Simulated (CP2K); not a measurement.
# C2HF2O (SMILES O=C[C](F)F): a chain of runs

We compute a geometry optimisation (GFN1-xTB), then a structure relaxation, then a band of images between two shapes (GFN1-xTB) of C2HF2O. 

The calculation is run with CP2K 2026.2.

4 further runs of the same task are left out: 4 set aside as unsound or not needed.

### Step 1. The system as given

C2HF2O has 6 atoms, charge 0, and is taken as a doublet. As SMILES, `O=C[C](F)F`. The shape is that of a GFN2-xTB optimisation. This is one conformer, not always the lowest. The run starts from this shape.

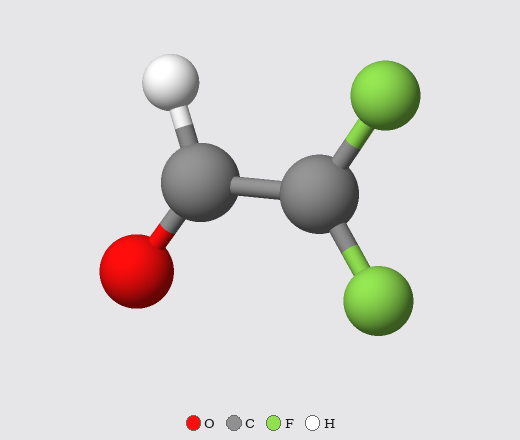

Viewed from a chosen angle; oxygen red, carbon grey, fluorine green, hydrogen white.

### Step 2. A geometry optimisation at GFN1-xTB (run 1)

molecule.inp reads:

```
&GLOBAL
  PROJECT_NAME molecule
  RUN_TYPE GEO_OPT
  PRINT_LEVEL LOW
&END GLOBAL

&FORCE_EVAL
  METHOD QS
  &DFT
    CHARGE 0
    MULTIPLICITY 2
    UNRESTRICTED_KOHN_SHAM T
    &QS
      METHOD XTB
      EPS_DEFAULT 1.0E-10
      &XTB
        GFN_TYPE TBLITE
        &TBLITE
          METHOD GFN1
        &END TBLITE
        CHECK_ATOMIC_CHARGES F
      &END XTB
    &END QS
    &POISSON
      PERIODIC NONE
      POISSON_SOLVER ANALYTIC
    &END POISSON
    &SCF
      SCF_GUESS ATOMIC
      EPS_SCF 1.0E-07
      MAX_SCF 150
      ADDED_MOS 2
      &DIAGONALIZATION
        ALGORITHM STANDARD
      &END DIAGONALIZATION
      &MIXING
        METHOD DIRECT_P_MIXING
        ALPHA 0.4
      &END MIXING
      &SMEAR ON
        METHOD FERMI_DIRAC
        ELECTRONIC_TEMPERATURE [K] 300
      &END SMEAR
    &END SCF
    &PRINT
      &MOMENTS
        PERIODIC F
        REFERENCE COM
        MAX_MOMENT 1
      &END MOMENTS
      &MULLIKEN OFF
      &END MULLIKEN
      &HIRSHFELD OFF
      &END HIRSHFELD
    &END PRINT
  &END DFT
  &SUBSYS
    &CELL
      ABC [angstrom] 12.6 10.5 13.2
      PERIODIC NONE
    &END CELL
    &COORD
      O      6.868350     5.490305     8.208385
      C      6.067420     5.311785     7.305115
      C      6.407530     5.205795     5.936895
      F      5.510980     5.009695     4.991615
      F      7.617730     5.273215     5.438445
      H      4.982270     5.215125     7.478505
    &END COORD
  &END SUBSYS
&END FORCE_EVAL

&MOTION
  &GEO_OPT
    OPTIMIZER BFGS
    MAX_ITER 100
    MAX_FORCE 4.5E-04
    RMS_FORCE 3.0E-04
  &END GEO_OPT
  &PRINT
    &TRAJECTORY
      &EACH
        GEO_OPT 1
      &END EACH
    &END TRAJECTORY
    &FORCES ON
      &EACH
        GEO_OPT 1
      &END EACH
    &END FORCES
    &RESTART OFF
    &END RESTART
    &RESTART_HISTORY OFF
    &END RESTART_HISTORY
  &END PRINT
&END MOTION
```

Launch:

```bash
$ OMP_NUM_THREADS=1 cp2k.psmp molecule.inp > molecule.out
```

Log:

```text
CP2K| version string:                                       CP2K version 2026.2
[...]
 GLOBAL| Method name                                                        CP2K
[...]
 GLOBAL| Run type                                                        GEO_OPT
[...]
                             - Atoms:                                          6
[...]
                             - Spherical basis functions:                     22
[...]
 Number of electrons:                                                         15
[...]
  *** SCF run converged in    20 steps ***
[...]
 ENERGY| Total FORCE_EVAL ( QS ) energy [hartree]            -19.660058193797585
[...]
 OPT| Step number                                                              0
[...]
 OPT| Total energy [hartree]                                      -19.6600581938
[...]
 OPT| Step number                                                              2
[...]
 OPT| Total energy [hartree]                                      -19.6602770828
[...]
 OPT| Step number                                                              3
[...]
 OPT| Total energy [hartree]                                      -19.6602804042
[...]
 ***                    GEOMETRY OPTIMIZATION COMPLETED                      ***
[...]
  *** SCF run converged in     2 steps ***
[...]
  Fermi energy:                                                -0.43165381342561
[...]
 TB_DIPOLE| Moment [Debye]         -1.98507978      -0.34605902      -1.35313784
 TB_DIPOLE| Derivative [a.u.]       0.00000000       0.00000000       0.00000000
 ENERGY| Total FORCE_EVAL ( QS ) energy [hartree]            -19.660280404205313
[...]
```

It took 0.65 s on 1 thread of Arm Neoverse N1, shared host; peak memory 0.14 GiB.

The path in brief:

```csv
step,energy from the first frame kept (eV),largest force (eV/Å)
1,0.0000,0.2876
2,-0.0010,0.0535
3,-0.0011,0.0122
4,-0.0011,0.0122
```

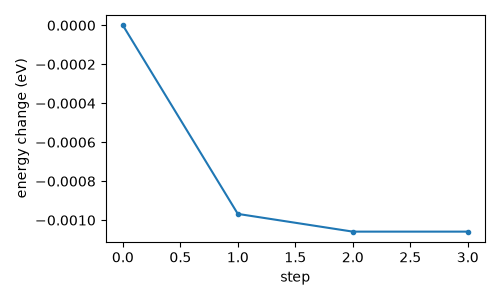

Energy along the run.

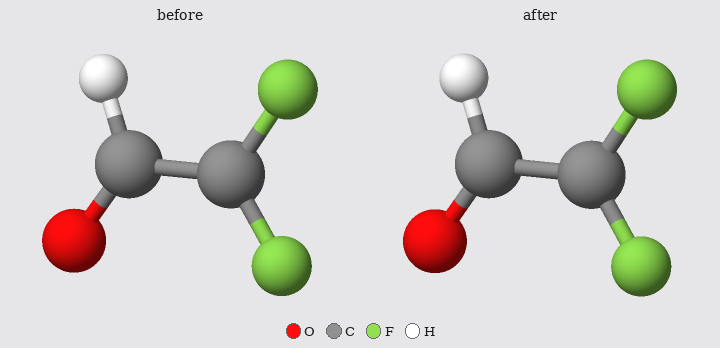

Before and after, at one scale.

After the run. Bond lengths: O1–C2 1.218 Å, C2–C3 1.421 Å, C3–F4 1.310 Å, C3–F5 1.303 Å, C2–H6 1.105 Å. Angles: O1–C2–C3 123.9°, C2–C3–F4 121.9°, C2–C3–F5 125.6°, F4–C3–F5 112.5°, O1–C2–H6 123.9°, C3–C2–H6 112.2°.

### Step 3. A geometry optimisation at GFN1-xTB (run 2)

molecule.inp reads:

```
&GLOBAL
    PROJECT molecule
    RUN_TYPE GEO_OPT
    PRINT_LEVEL LOW
&END GLOBAL
&FORCE_EVAL
    METHOD QS
    &DFT
        CHARGE 0
        MULTIPLICITY 2
        LSD T
        &QS
            METHOD XTB
            EPS_DEFAULT 1.0E-10
            &XTB
                GFN_TYPE TBLITE
                &TBLITE
                    METHOD GFN1
                &END TBLITE
                CHECK_ATOMIC_CHARGES F
            &END XTB
        &END QS
        &POISSON
            PERIODIC NONE
            POISSON_SOLVER ANALYTIC
        &END POISSON
        &SCF
            SCF_GUESS ATOMIC
            EPS_SCF 1.0E-07
            MAX_SCF 150
            ADDED_MOS 2
            &DIAGONALIZATION
                ALGORITHM STANDARD
            &END DIAGONALIZATION
            &MIXING
                METHOD DIRECT_P_MIXING
                ALPHA 0.4
            &END MIXING
            &SMEAR ON
                METHOD FERMI_DIRAC
                ELECTRONIC_TEMPERATURE [K] 300
            &END SMEAR
        &END SCF
        &PRINT
            &MOMENTS
                PERIODIC F
                REFERENCE COM
                MAX_MOMENT 1
            &END MOMENTS
            &MULLIKEN OFF
            &END MULLIKEN
            &HIRSHFELD OFF
            &END HIRSHFELD
        &END PRINT
    &END DFT
    &SUBSYS
        &CELL
            ABC [angstrom] 12.1 11.8 13
            PERIODIC NONE
        &END CELL
        &COORD
            O      4.994736     4.980194     7.979842
            C      5.554954     5.850744     7.333658
            C      5.895064     5.744754     5.965438
            F      4.998514     5.548654     5.020158
            F      7.105263     5.812174     5.466988
            H      5.853136     6.819806     7.768358
        &END COORD
    &END SUBSYS
&END FORCE_EVAL
&MOTION
    &GEO_OPT
        OPTIMIZER BFGS
        MAX_ITER 100
        MAX_FORCE 4.5E-04
        RMS_FORCE 3.0E-04
    &END GEO_OPT
    &PRINT
        &TRAJECTORY
            &EACH
                GEO_OPT 1
            &END EACH
        &END TRAJECTORY
        &FORCES ON
            &EACH
                GEO_OPT 1
            &END EACH
        &END FORCES
        &RESTART OFF
        &END RESTART
        &RESTART_HISTORY OFF
        &END RESTART_HISTORY
    &END PRINT
&END MOTION
```

Launch:

```bash
$ OMP_NUM_THREADS=1 cp2k.psmp -i molecule.inp > molecule.out 2>&1
```

Log:

```text
CP2K| version string:                                       CP2K version 2026.2
[...]
 GLOBAL| Method name                                                        CP2K
[...]
 GLOBAL| Run type                                                        GEO_OPT
[...]
                             - Atoms:                                          6
[...]
                             - Spherical basis functions:                     22
[...]
 Number of electrons:                                                         15
[...]
  *** SCF run converged in    19 steps ***
[...]
 ENERGY| Total FORCE_EVAL ( QS ) energy [hartree]            -19.635188752323582
[...]
 OPT| Step number                                                              0
[...]
 OPT| Total energy [hartree]                                      -19.6351887523
[...]
 OPT| Step number                                                             10
[...]
 OPT| Total energy [hartree]                                      -19.6602774340
[...]
 OPT| Step number                                                             11
[...]
 OPT| Total energy [hartree]                                      -19.6602787973
[...]
 ***                    GEOMETRY OPTIMIZATION COMPLETED                      ***
[...]
  *** SCF run converged in     2 steps ***
[...]
  Fermi energy:                                                -0.43162296280384
[...]
 TB_DIPOLE| Moment [Debye]          2.03897962       1.19812016      -0.53829204
 TB_DIPOLE| Derivative [a.u.]       0.00000000       0.00000000       0.00000000
 ENERGY| Total FORCE_EVAL ( QS ) energy [hartree]            -19.660278797263501
[...]
```

It took 1.1 s on 1 thread of Arm Neoverse N1, shared host; peak memory 0.14 GiB.

Steps, from the record of the run:

```csv
step,energy from the first frame kept (eV),largest force (eV/Å)
1,0.0000,1.0725
2,-0.1969,1.3329
3,-0.2954,1.2733
4,-0.4635,1.0127
5,-0.5216,0.6421
6,-0.5332,0.5165
7,-0.5356,0.4557
8,-0.5377,0.0700
9,-0.5374,0.1393
10,-0.5381,0.0610
11,-0.5381,0.0158
12,-0.5381,0.0158
```

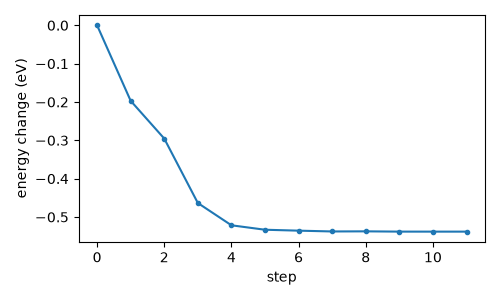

Energy along the run.

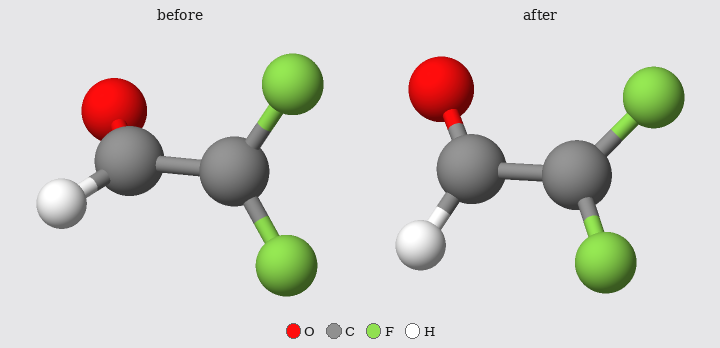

Before and after, at one scale.

After the run. Bond lengths: O1–C2 1.218 Å, C2–C3 1.421 Å, C3–F4 1.303 Å, C3–F5 1.310 Å, C2–H6 1.105 Å. Angles: O1–C2–C3 123.9°, C2–C3–F4 125.7°, C2–C3–F5 121.8°, F4–C3–F5 112.5°, O1–C2–H6 123.9°, C3–C2–H6 112.2°.

### Step 4. A band of images between two shapes at GFN1-xTB (band type CI-NEB, end cart set, images 5, spring 0.02 Eh/bohr^2) (run 3)

start.xyz reads:

```xyz
6

O      6.997399     5.954397     7.667599
C      6.188179     5.775883     6.774803
C      6.534931     5.668328     5.400915
F      5.630535     5.475395     4.472414
F      7.742193     5.739719     4.915193
H      5.099847     5.678964     6.939752
```

image2.xyz reads:

```xyz
6

O      6.553470     5.960497     8.150531
C      6.399882     5.785299     6.640412
C      6.548709     5.646400     5.211981
F      5.549060     5.460465     4.400047
F      7.789532     5.738114     4.845171
H      5.352431     5.701914     6.922536
```

image3.xyz reads:

```xyz
6

O      5.778527     5.961485     8.907624
C      6.335955     5.734789     6.166803
C      6.606991     5.610336     4.847305
F      5.441553     5.438515     4.292376
F      7.900153     5.742029     4.770093
H      6.129906     5.805534     7.186477
```

image4.xyz reads:

```xyz
6

O      5.359340     5.811605     7.920370
C      6.092727     5.746722     6.581107
C      6.516787     5.640256     5.205936
F      5.514485     5.457994     4.402942
F      7.758597     5.733952     4.829291
H      6.951148     5.902160     7.231033
```

end.xyz reads:

```xyz
6

O      5.138389     5.723391     7.309181
C      6.236192     5.781473     6.784383
C      6.454899     5.651525     5.385994
F      5.531020     5.469089     4.485131
F      7.654911     5.727666     4.865527
H      7.177673     5.939544     7.340462
```

job.inp reads:

```
&force_eval
    method Quickstep
    &dft
        charge 0
        multiplicity 2
        uks T
        &qs
            method XTB
            eps_default 1.0E-10
            &xtb
                gfn_type TBLITE
                &tblite
                    method GFN1
                &end tblite
                check_atomic_charges F
            &end xtb
        &end qs
        &poisson
            periodic NONE
            poisson_solver ANALYTIC
        &end poisson
        &scf
            scf_guess ATOMIC
            eps_scf 1.0E-07
            max_scf 150
            added_mos 2
            &diagonalization
                algorithm STANDARD
            &end diagonalization
            &mixing
                method DIRECT_P_MIXING
                alpha 0.4
            &end mixing
            &smear ON
                method FERMI_DIRAC
                electronic_temperature [K] 300
            &end smear
        &end scf
        &print
            &mulliken OFF
            &end mulliken
            &hirshfeld OFF
            &end hirshfeld
        &end print
    &end dft
    &subsys
        &cell
            abc [angstrom] 13 11.4 13.2
            periodic NONE
        &end cell
        &topology
            coord_file_name start.xyz
            coord_file_format XYZ
        &end topology
    &end subsys
&end force_eval

&motion
    &band
        band_type CI-NEB
        number_of_replica 5
        k_spring 0.02
        rotate_frames T
        align_frames T
        &convergence_control
            max_force 0.001
            rms_force 0.0007
            max_dr 0.005
            rms_dr 0.003
        &end convergence_control
        &ci_neb
            nsteps_it 5
        &end ci_neb
        &optimize_band
            opt_type DIIS
            &diis
                max_steps 60
                n_diis 3
                no_ls T
                stepsize 0.5
                max_stepsize 1.0
                max_sd_steps 5
            &end diis
        &end optimize_band
        &replica
            coord_file_name start.xyz
        &end replica
        &replica
            coord_file_name image2.xyz
        &end replica
        &replica
            coord_file_name image3.xyz
        &end replica
        &replica
            coord_file_name image4.xyz
        &end replica
        &replica
            coord_file_name end.xyz
        &end replica
        &program_run_info
            initial_configuration_info T
        &end program_run_info
        &convergence_info ON
        &end convergence_info
    &end band
    &print
        &restart OFF
        &end restart
        &restart_history OFF
        &end restart_history
    &end print
&end motion

&global
    project job
    run_type BAND
    print_level LOW
&end global
```

Launch:

```bash
$ OMP_NUM_THREADS=1 cp2k.psmp -i job.inp > job.out 2>&1
```

Log:

```text
CP2K| version string:                                       CP2K version 2026.2
 CP2K| Input file name                                                   job.inp

[... 230 lines left out ...]
 BAND TOTAL ENERGY [au]        =                              -97.68370975529213
[... 186 lines left out ...]
 BAND TOTAL ENERGY [au]        =                              -97.75750610798897
[... 186 lines left out ...]
 BAND TOTAL ENERGY [au]        =                              -97.77587132802043
[... 186 lines left out ...]
 BAND TOTAL ENERGY [au]        =                              -97.77425824585613
[... 186 lines left out ...]
 BAND TOTAL ENERGY [au]        =                              -97.81223949125744
[... 186 lines left out ...]
 BAND TOTAL ENERGY [au]        =                              -97.91075022771714
[... 8 lines left out ...]
 dump_neb_final: Band task not yet converged, writing XYZ trajectory anyway:
  job-FINAL-1.xyz

 dump_neb_final: Done!

 MEMORY| Estimated peak process memory [MiB]                                 151

 -------------------------------------------------------------------------------
 -                                                                             -
 -                                T I M I N G                                  -
 -                                                                             -
 -------------------------------------------------------------------------------
 SUBROUTINE                       CALLS  ASD         SELF TIME        TOTAL TIME
                                MAXIMUM       AVERAGE  MAXIMUM  AVERAGE  MAXIMUM
 CP2K                                 1  1.0    0.004    0.004   23.912   23.912
 neb                                  1  2.0   23.873   23.873   23.897   23.897
 -------------------------------------------------------------------------------

 -------------------------------------------------------------------------------
```

It took 25 s on 1 thread of Arm Neoverse N1, shared host; peak memory 0.15 GiB.

The iterations ended before the threshold was met.

### Step 5. Results

```
                                                  quantity                      value
                  run 1, GFN1-xTB: total energy at the end               -19.66028 Eh
run 1, GFN1-xTB: dipole moment (from atomic charges alone)                     2.43 D
                  run 2, GFN1-xTB: total energy at the end               -19.66028 Eh
                                           run 3, GFN1-xTB  no result (not converged)
```

The dipole (run 1, GFN1-xTB) comes from point charges on the atoms alone, without atomic dipoles, so it is partial. The optimisation (run 1, GFN1-xTB) took 3 steps and changed the energy by -0.006 eV. The dipole (run 2, GFN1-xTB) comes from point charges on the atoms alone, without atomic dipoles, so it is partial. The optimisation (run 2, GFN1-xTB) took 11 steps and changed the energy by -0.683 eV. 1 of the 3 runs did not end normally.
